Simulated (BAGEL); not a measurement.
# A workflow on GeSiH4O (SMILES [SiH3][O][GeH])

Wanted: a series of 15 runs (PBE0/def2-SVP, RI-MP2/def2-SVP) of GeH4OSi. 

The calculation is run with BAGEL 1.2.2.

1 further run of the same task is left out (set aside as unsound or not needed).

### 1 The system as given

GeSiH4O: 7 atoms, total charge 0, spin state singlet. SMILES: `[SiH3][O][GeH]`. One bond was lengthened or shortened from a relaxed shape.

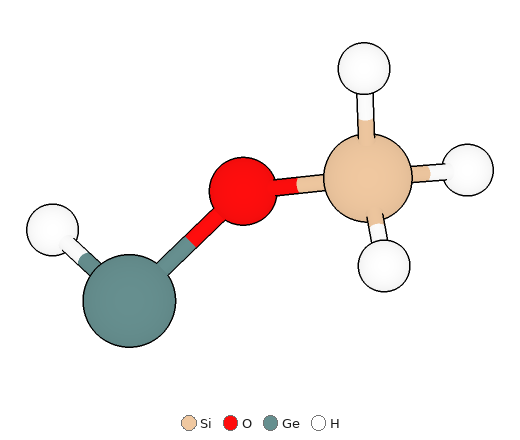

Viewed from a chosen angle; silicon light orange, oxygen red, germanium teal, hydrogen white.

### 2 The energy at PBE0/def2-SVP (density fitting with svp-jkfit) (run 1)

The input, calc.json:

```json
{ "bagel": [

{
  "title": "molecule",
  "basis": "svp",
  "df_basis": "svp-jkfit",
  "angstrom": true,
  "geometry": [
    { "atom": "Si", "xyz": [   -0.841832,    0.523616,   -0.450605 ] },
    { "atom": "O", "xyz": [    0.433368,   -0.266584,    0.219595 ] },
    { "atom": "Ge", "xyz": [    1.161268,   -1.883484,   -0.019905 ] },
    { "atom": "H", "xyz": [   -1.409200,   -0.197600,   -1.323800 ] },
    { "atom": "H", "xyz": [   -0.361032,    1.774016,   -1.091605 ] },
    { "atom": "H", "xyz": [   -1.822632,    0.860816,    0.612295 ] },
    { "atom": "H", "xyz": [    2.300668,   -1.642384,    1.083895 ] }
  ]
},
{
  "title": "ks",
  "xc_func": "pbe0"
},
{
  "title": "print",
  "file": "orbitals.molden",
  "orbitals": true
}

]}
```

Command:

```console
$ BAGEL_NUM_THREADS=1 BAGEL calc.json > calc.out
```

The log of the run:

```text
* using 1 threads per process

  ===============================================================
  ===============================================================

  *** Geometry ***

  { "atom" : "Si", "xyz" : [     -1.590832,      0.989491,     -0.851520 ] },
  { "atom" : "O", "xyz" : [      0.818947,     -0.503771,      0.414974 ] },
  { "atom" : "Ge", "xyz" : [      2.194478,     -3.559269,     -0.037615 ] },
  { "atom" : "H", "xyz" : [     -2.663002,     -0.373410,     -2.501619 ] },
  { "atom" : "H", "xyz" : [     -0.682252,      3.352404,     -2.062834 ] },
  { "atom" : "H", "xyz" : [     -3.444275,      1.626706,      1.157070 ] },
  { "atom" : "H", "xyz" : [      4.347632,     -3.103656,      2.048265 ] },

  Number of auxiliary basis functions:      543

  Since a DF basis is specified, we compute 2- and 3-index integrals:
    o Being stored without compression. Storage requirement is 0.031 GB

  Number of basis functions:       84
  Number of electrons      :       58

    * METHOD: MOLECULE                             0.29

  *** Kohn-Sham DFT ***

    * Removing 10989 points whose weight is below 1.00e-10
    * Grid points: 93353

  === Nuclear Repulsion ===
   236.0953249565

       - DIIS with orbital gradients will be used.

  === KS iteration (pbe0 / svp) ===
      0      -2377.25874859          0.10971184           0.37
      1      -2108.50512959          0.20076725           0.35
      2      -2227.81896451          0.11319751           0.35
      3      -2318.22676841          0.15847456           0.36
      4      -2428.25948332          0.10245392           0.36
      5      -2333.64444614          0.16586041           0.36
      6      -2332.82709397          0.16674628           0.36
      7      -2328.30276383          0.19180346           0.36
      8      -2351.30237807          0.15531715           0.36
      9      -2442.97240065          0.02334711           0.36
     10      -2442.50522522          0.03438489           0.36
     11      -2442.85197062          0.02584927           0.36
     12      -2443.09208032          0.01330200           0.36
     13      -2443.23088128          0.00248129           0.36
     14      -2443.23360820          0.00107948           0.36
     15      -2443.23407083          0.00048610           0.36
     16      -2443.23417637          0.00009270           0.36
     17      -2443.23418073          0.00001721           0.36
     18      -2443.23418093          0.00000669           0.36
     19      -2443.23418096          0.00000327           0.36
     20      -2443.23418096          0.00000076           0.36
     21      -2443.23418096          0.00000019           0.36
     22      -2443.23418096          0.00000013           0.36
     23      -2443.23418096          0.00000002           0.36
     24      -2443.23418096          0.00000000           0.36
    * SCF iteration converged.

    * Permanent dipole moment:
           (    0.071007,     0.322258,     0.232875) a.u.

    * METHOD: KS                                   9.40

    * METHOD: PRINT                                0.02

  ===============================================================
```

Wall time 9.9 s (1 thread of Arm Neoverse V1, shared host); peak memory 0.41 GiB.

### 3 Bond 4-1 at 1.490 A: the energy at RI-MP2/def2-SVP (density fitting with svp-jkfit) (run 2)

The input, mp2.json:

```json
{ "bagel": [

{
  "title": "molecule",
  "basis": "svp",
  "df_basis": "svp-jkfit",
  "angstrom": "true",
  "geometry": [
    { "atom": "Si", "xyz": [      -0.741679,       0.650927,      -0.296468 ] },
    { "atom": "O", "xyz": [       0.533521,      -0.139273,       0.373732 ] },
    { "atom": "Ge", "xyz": [       1.261421,      -1.756173,       0.134232 ] },
    { "atom": "H", "xyz": [      -1.409200,      -0.197600,      -1.323800 ] },
    { "atom": "H", "xyz": [      -0.260879,       1.901327,      -0.937468 ] },
    { "atom": "H", "xyz": [      -1.722479,       0.988127,       0.766432 ] },
    { "atom": "H", "xyz": [       2.400821,      -1.515073,       1.238032 ] }
  ]
},

{
  "title": "hf"
},

{
  "title": "mp2",
  "ncore": 15
}

]}
```

Command:

```console
$ BAGEL_NUM_THREADS=1 BAGEL mp2.json > mp2.out
```

The log of the run:

```text
* using 1 threads per process

  ===============================================================
  ===============================================================

  *** Geometry ***

  { "atom" : "Si", "xyz" : [     -1.401570,      1.230074,     -0.560243 ] },
  { "atom" : "O", "xyz" : [      1.008209,     -0.263188,      0.706251 ] },
  { "atom" : "Ge", "xyz" : [      2.383740,     -3.318686,      0.253662 ] },
  { "atom" : "H", "xyz" : [     -2.663002,     -0.373410,     -2.501619 ] },
  { "atom" : "H", "xyz" : [     -0.492990,      3.592987,     -1.771558 ] },
  { "atom" : "H", "xyz" : [     -3.255014,      1.867289,      1.448347 ] },
  { "atom" : "H", "xyz" : [      4.536894,     -2.863073,      2.339541 ] },

  Number of auxiliary basis functions:      543

  Since a DF basis is specified, we compute 2- and 3-index integrals:
    o Being stored without compression. Storage requirement is 0.031 GB

  Number of basis functions:       84
  Number of electrons      :       58

    * METHOD: MOLECULE                             0.29

  *** RHF ***

  === Nuclear Repulsion ===
   234.9420608348

      * DIIS with orbital gradients will be used.

  === RHF iteration (svp) ===
      0      -2440.92588358          0.01726637           0.09
      1      -2440.99369517          0.01540250           0.09
      2      -2441.10259114          0.00114208           0.09
      3      -2441.10410926          0.00022440           0.09
      4      -2441.10416673          0.00008911           0.09
      5      -2441.10417545          0.00002558           0.09
      6      -2441.10417669          0.00000943           0.09
      7      -2441.10417685          0.00000287           0.09
      8      -2441.10417687          0.00000153           0.09
      9      -2441.10417687          0.00000053           0.09
     10      -2441.10417687          0.00000013           0.09
     11      -2441.10417687          0.00000006           0.09
     12      -2441.10417687          0.00000002           0.09
     13      -2441.10417687          0.00000000           0.09
    * SCF iteration converged.

    * Permanent dipole moment:
           (   -0.041851,     0.375961,     0.164709) a.u.

    * METHOD: HF                                   1.48

  *** RHF ***

  === Nuclear Repulsion ===
   234.9420608348

      * DIIS with orbital gradients will be used.

  === RHF iteration (svp) ===
      0      -2441.10417687          0.00000000           0.09
    * SCF iteration converged.

    * Permanent dipole moment:
           (   -0.041851,     0.375961,     0.164709) a.u.

  === DF-MP2 calculation ===

    * freezing 15 orbitals
    * 3-index integral transformation done
    * assembly done

      MP2 correlation energy:   -0.4965813506      0.04

      MP2 total energy:       -2441.6007582183

    * METHOD: MP2                                  0.23

  ===============================================================
```

It took 2.1 s on 1 thread of Arm Neoverse V1, shared host; peak memory 0.15 GiB.

Runs 3 to 11 aren't shown in full; the table further down has their settings and results.

### 4 Bond 4-1 at 3.428 A: the energy at RI-MP2/def2-SVP (density fitting with svp-jkfit) (run 12)

The input, input.json:

```json
{ "bagel": [

{
  "title": "molecule",
  "basis": "svp",
  "df_basis": "svp-jkfit",
  "angstrom": true,
  "geometry": [
    { "atom": "Si", "xyz": [    0.126058,    1.753960,    1.039003 ] },
    { "atom": "O", "xyz": [    1.401258,    0.963760,    1.709203 ] },
    { "atom": "Ge", "xyz": [    2.129158,   -0.653140,    1.469703 ] },
    { "atom": "H", "xyz": [   -1.409200,   -0.197600,   -1.323800 ] },
    { "atom": "H", "xyz": [    0.606858,    3.004360,    0.398003 ] },
    { "atom": "H", "xyz": [   -0.854742,    2.091160,    2.101903 ] },
    { "atom": "H", "xyz": [    3.268558,   -0.412040,    2.573503 ] }
  ]
},
{
  "title": "hf"
},
{
  "title": "mp2",
  "ncore": 15
}

]}
```

Command:

```console
$ BAGEL_NUM_THREADS=1 BAGEL input.json > input.out
```

The log of the run:

```text
* using 1 threads per process

  ===============================================================
  ===============================================================

  *** Geometry ***

  { "atom" : "Si", "xyz" : [      0.238215,      3.314504,      1.963431 ] },
  { "atom" : "O", "xyz" : [      2.647994,      1.821242,      3.229926 ] },
  { "atom" : "Ge", "xyz" : [      4.023525,     -1.234256,      2.777336 ] },
  { "atom" : "H", "xyz" : [     -2.663002,     -0.373410,     -2.501619 ] },
  { "atom" : "H", "xyz" : [      1.146795,      5.677418,      0.752117 ] },
  { "atom" : "H", "xyz" : [     -1.615228,      3.951720,      3.972021 ] },
  { "atom" : "H", "xyz" : [      6.176679,     -0.778643,      4.863216 ] },

  Number of auxiliary basis functions:      543

  Since a DF basis is specified, we compute 2- and 3-index integrals:
    o Being stored without compression. Storage requirement is 0.031 GB

  Number of basis functions:       84
  Number of electrons      :       58

    * METHOD: MOLECULE                             0.29

  *** RHF ***

  === Nuclear Repulsion ===
   230.0553320396

      * DIIS with orbital gradients will be used.

  === RHF iteration (svp) ===
      0      -2440.69203687          0.01750751           0.09
      1      -2440.79151960          0.01499300           0.09
      2      -2440.89516425          0.00121594           0.09
      3      -2440.89683845          0.00059218           0.09
      4      -2440.89719823          0.00009417           0.09
      5      -2440.89721586          0.00002748           0.09
      6      -2440.89721765          0.00001041           0.09
      7      -2440.89721782          0.00000371           0.09
      8      -2440.89721784          0.00000127           0.09
      9      -2440.89721784          0.00000047           0.09
     10      -2440.89721784          0.00000014           0.09
     11      -2440.89721784          0.00000005           0.09
     12      -2440.89721784          0.00000003           0.09
     13      -2440.89721784          0.00000001           0.09
    * SCF iteration converged.

    * Permanent dipole moment:
           (   -0.956662,    -0.485066,    -1.081589) a.u.

    * METHOD: HF                                   1.50

  *** RHF ***

  === Nuclear Repulsion ===
   230.0553320396

      * DIIS with orbital gradients will be used.

  === RHF iteration (svp) ===
      0      -2440.89721784          0.00000001           0.09
    * SCF iteration converged.

    * Permanent dipole moment:
           (   -0.956663,    -0.485067,    -1.081590) a.u.

  === DF-MP2 calculation ===

    * freezing 15 orbitals
    * 3-index integral transformation done
    * assembly done

      MP2 correlation energy:   -0.5230094567      0.04

      MP2 total energy:       -2441.4202272957

    * METHOD: MP2                                  0.23

  ===============================================================
```

Run time: 2.1 s. Hardware: 1 thread of Arm Neoverse V1, shared host; peak memory 0.15 GiB.

Runs 13 to 14 aren't shown in full; the table further down has their settings and results.

### 5 Bond 4-1 at 4.173 A: the energy at PBE0/def2-SVP (density fitting with svp-jkfit) (run 15)

The input, job.json:

```json
{ "bagel" : [

{
  "title" : "molecule",
  "basis" : "svp",
  "df_basis" : "svp-jkfit",
  "angstrom" : true,
  "geometry" : [
    { "atom" : "Si", "xyz" : [       0.459796,       2.178195,       1.552634 ] },
    { "atom" : "O", "xyz" : [       1.734996,       1.387995,       2.222834 ] },
    { "atom" : "Ge", "xyz" : [       2.462896,      -0.228905,       1.983334 ] },
    { "atom" : "H", "xyz" : [      -1.409200,      -0.197600,      -1.323800 ] },
    { "atom" : "H", "xyz" : [       0.940596,       3.428595,       0.911634 ] },
    { "atom" : "H", "xyz" : [      -0.521004,       2.515395,       2.615534 ] },
    { "atom" : "H", "xyz" : [       3.602296,       0.012195,       3.087134 ] }
  ]
},

{ "title" : "ks", "xc_func" : "pbe0" },

{ "title" : "print", "file" : "orbitals.molden", "orbitals" : true }

]}
```

Command:

```console
$ BAGEL_NUM_THREADS=1 BAGEL job.json > job.out
```

The log of the run:

```text
* using 1 threads per process

  ===============================================================
  ===============================================================

  *** Geometry ***

  { "atom" : "Si", "xyz" : [      0.868889,      4.116192,      2.934053 ] },
  { "atom" : "O", "xyz" : [      3.278667,      2.622930,      4.200547 ] },
  { "atom" : "Ge", "xyz" : [      4.654199,     -0.432568,      3.747958 ] },
  { "atom" : "H", "xyz" : [     -2.663002,     -0.373410,     -2.501619 ] },
  { "atom" : "H", "xyz" : [      1.777469,      6.479106,      1.722739 ] },
  { "atom" : "H", "xyz" : [     -0.984555,      4.753408,      4.942643 ] },
  { "atom" : "H", "xyz" : [      6.807353,      0.023045,      5.833838 ] },

  Number of auxiliary basis functions:      543

  Since a DF basis is specified, we compute 2- and 3-index integrals:
    o Being stored without compression. Storage requirement is 0.031 GB

  Number of basis functions:       84
  Number of electrons      :       58

    * METHOD: MOLECULE                             0.29

  *** Kohn-Sham DFT ***

    * Removing 9669 points whose weight is below 1.00e-10
    * Grid points: 94673

  === Nuclear Repulsion ===
   229.0742509753

       - DIIS with orbital gradients will be used.

  === KS iteration (pbe0 / svp) ===
      0      -2378.32754943          0.10889002           0.35
      1      -2112.33636857          0.19556252           0.34
      2      -2231.51297799          0.11534288           0.34
      3      -2316.95483485          0.14793385           0.34
      4      -2428.06838004          0.10314234           0.34
      5      -2411.86171927          0.13552612           0.34
      6      -2342.38070194          0.19930582           0.34
      7      -2333.46023383          0.18717215           0.34
      8      -2406.77806447          0.12276289           0.34
      9      -2440.12627233          0.04948405           0.34
     10      -2441.82676188          0.03995010           0.34
     11      -2442.91091375          0.00780221           0.34
     12      -2442.62543659          0.01124828           0.34
     13      -2443.01251483          0.00578206           0.34
     14      -2443.05551742          0.00160569           0.35
     15      -2443.05686867          0.00078023           0.35
     16      -2443.05692486          0.00047713           0.35
     17      -2443.05694497          0.00044616           0.35
     18      -2443.05718352          0.00007172           0.35
     19      -2443.05718684          0.00005239           0.35
     20      -2443.05719030          0.00000242           0.35
     21      -2443.05719031          0.00000080           0.35
     22      -2443.05719031          0.00000045           0.35
     23      -2443.05719031          0.00000023           0.35
     24      -2443.05719031          0.00000006           0.35
     25      -2443.05719031          0.00000001           0.36
     26      -2443.05719031          0.00000000           0.36
    * SCF iteration converged.

    * Permanent dipole moment:
           (   -0.889274,    -0.367530,    -0.960740) a.u.

    * METHOD: KS                                   9.75

    * METHOD: PRINT                                0.02

  ===============================================================
```

It took 10 s on 1 thread of Arm Neoverse V1, shared host; peak memory 0.42 GiB.

### 6 All runs side by side

```
run                                             level  frozen core orbitals              partner   energy (Eh)  dipole moment (D)  HOMO energy (eV)  LUMO energy (eV)  wall time
  1    PBE0/def2-SVP (density fitting with svp-jkfit)                     –  bond 4-1 at 1.267 A  -2443.234181               1.03             -6.73             -2.43      9.9 s
  2  RI-MP2/def2-SVP (density fitting with svp-jkfit)                    15  bond 4-1 at 1.490 A  -2441.600758                  –                 –                 –      2.1 s
  3    PBE0/def2-SVP (density fitting with svp-jkfit)                     –  bond 4-1 at 1.490 A  -2443.258928               0.80             -6.77             -2.46      9.9 s
  4  RI-MP2/def2-SVP (density fitting with svp-jkfit)                    15  bond 4-1 at 1.714 A  -2441.587658                  –                 –                 –      2.1 s
  5    PBE0/def2-SVP (density fitting with svp-jkfit)                     –  bond 4-1 at 1.714 A  -2443.247949               0.60             -6.82             -2.49       10 s
  6  RI-MP2/def2-SVP (density fitting with svp-jkfit)                    15  bond 4-1 at 2.012 A  -2441.552220                  –                 –                 –      2.1 s
  7    PBE0/def2-SVP (density fitting with svp-jkfit)                     –  bond 4-1 at 2.012 A  -2443.215472               0.67             -6.88             -2.55      9.3 s
  8  RI-MP2/def2-SVP (density fitting with svp-jkfit)                    15  bond 4-1 at 2.384 A  -2441.505570                  –                 –                 –      2.1 s
  9    PBE0/def2-SVP (density fitting with svp-jkfit)                     –  bond 4-1 at 2.384 A  -2443.171798               1.21             -6.95             -2.63       10 s
 10  RI-MP2/def2-SVP (density fitting with svp-jkfit)                    15  bond 4-1 at 2.831 A  -2441.460201                  –                 –                 –      2.1 s
 11    PBE0/def2-SVP (density fitting with svp-jkfit)                     –  bond 4-1 at 2.831 A  -2443.128244               1.94             -6.60             -2.73      9.6 s
 12  RI-MP2/def2-SVP (density fitting with svp-jkfit)                    15  bond 4-1 at 3.428 A  -2441.420227                  –                 –                 –      2.1 s
 13    PBE0/def2-SVP (density fitting with svp-jkfit)                     –  bond 4-1 at 3.428 A  -2443.087425               2.75             -6.01             -3.47       11 s
 14  RI-MP2/def2-SVP (density fitting with svp-jkfit)                    15  bond 4-1 at 4.173 A  -2441.399037                  –                 –                 –      2.4 s
 15    PBE0/def2-SVP (density fitting with svp-jkfit)                     –  bond 4-1 at 4.173 A  -2443.057190               3.46             -5.58             -4.05       10 s
```

### 7 Outcome

```
                                  quantity           value
 bond 4-1 at 4.173 A, run 15: total energy  -2443.05719 Eh
bond 4-1 at 4.173 A, run 15: dipole moment          3.46 D
  bond 4-1 at 4.173 A, run 15: HOMO energy        -5.58 eV
  bond 4-1 at 4.173 A, run 15: LUMO energy        -4.05 eV
bond 4-1 at 4.173 A, run 15: HOMO–LUMO gap         1.53 eV
```

In words: In runs 10, 11, 12, 13, 14, 15 a closed-shell determinant meets a far-stretched bond, which it describes badly. All runs together took 96 s, the longest 11 s.
